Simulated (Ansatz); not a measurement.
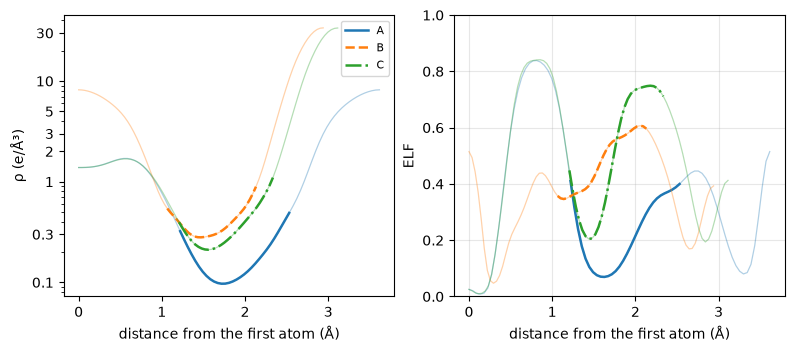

Figure 1: LaBi₂As₃. Valence electron density and electron localisation function along straight lines between neighbouring atoms. Thin, pale parts lie inside the atomic spheres.

Space group P-3m1; a structure from a database of computed crystals, not necessarily the ambient phase; started from the MnCd2Te3-156 prototype, which need not be the ambient phase; changed on purpose from its base cell (shaken).

Theory: DFT, PBEsol, plane waves, PAW in Ansatz.

In a PAW calculation such maps are meaningful between the atoms, not at the nuclei.

Q: Which curve belongs to which contact (Bi–As, La–As and La–Bi)? The first atom named is at distance zero.

A: Curve A: La–Bi (3.62 Å): ρ is about 0.1 e/Å³ halfway; the ELF is about 0.10 at the midpoint (no shared electron pair shows on this line). Curve B: Bi–As (2.94 Å): the density is about 0.28 e/Å³ at the midpoint; the ELF is about 0.40 at the midpoint. Curve C: La–As (3.11 Å): ρ at the midpoint is about 0.21 e/Å³; the ELF is about 0.25 at the midpoint.
